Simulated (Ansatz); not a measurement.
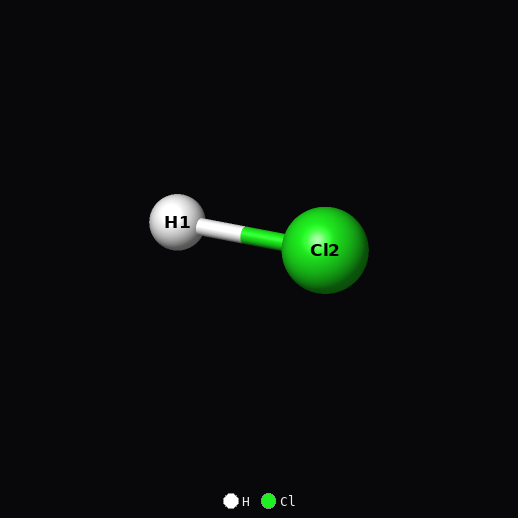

Sticks follow a distance rule. Harmonic vibrations computed with RKS PBE0-D4/def2-TZVP (Ansatz 0.2.0) at a stationary point of the same level.

**How many imaginary frequencies does it have?**

A minimum: no imaginary frequency, and the lowest mode lies at 2997 cm⁻¹.

**List the wavenumbers.**

1 modes: 2997 cm⁻¹.
